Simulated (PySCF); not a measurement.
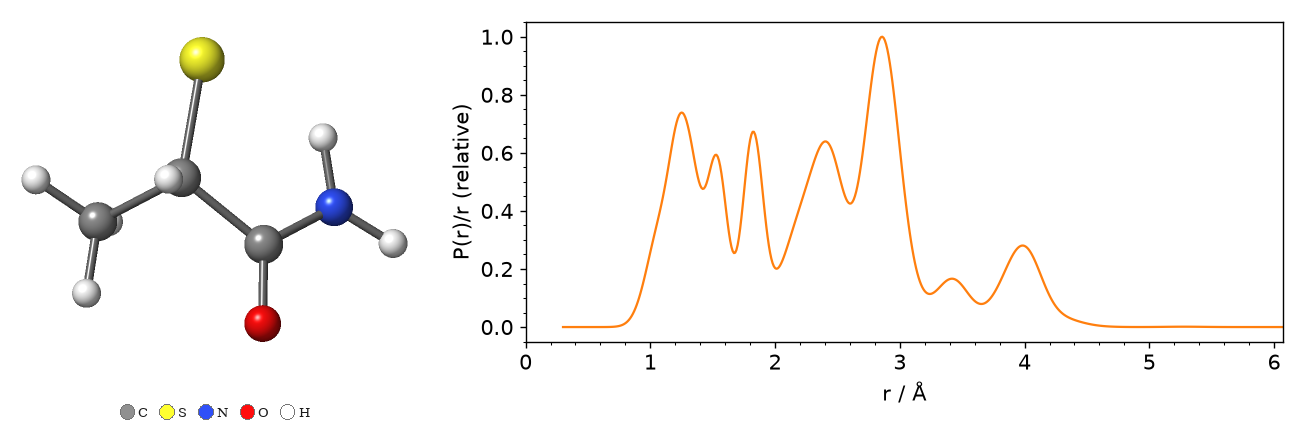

Simulated gas electron diffraction: radial distribution curve of C₃H₆NOS (charge -1, ignored in the scattering factors). Each pair of atoms contributes with weight ZᵢZⱼ/r; damping constant 0.002 Å²; vibrational amplitudes assumed, not computed: 0.05 Å for bonds, 0.078 Å for bonds to H, 0.06 + 0.015 r up to 0.15 Å for other pairs. The geometry is the end point of an optimisation (PySCF, PBE0-D3(BJ)/def2-SVP geometry optimisation, gas phase); it may be a saddle point or a higher isomer.

Q: Assign the first 7 clear peaks of the radial distribution curve (– bonded, ··· not bonded).

A: Peak 1, 1.25 Å: C–H 1.10–1.11 Å (×4), O–C 1.23 Å, N–C 1.34 Å, not resolved
Peak 2, 1.53 Å: C–C 1.53–1.54 Å (×2)
Peak 3, 1.83 Å: S–C 1.82 Å
Peak 4, 2.40 Å: S···H 2.15–2.44 Å (×2), C···H 2.16–2.38 Å (×4), O···N 2.28 Å, N···C 2.41 Å, O···C 2.43 Å, C···C 2.48 Å, not resolved
Peak 5, 2.86 Å: S···C 2.79–2.85 Å (×2), S···N 2.88 Å, O···C 2.96 Å, not resolved
Peak 6, 3.42 Å: C···H 3.35–3.50 Å (×3), O···H 3.37 Å, N···H 3.40 Å, N···C 3.43 Å, not resolved
Peak 7, 3.98 Å: S···H 3.78–3.86 Å (×2), S···O 4.01 Å, not resolved
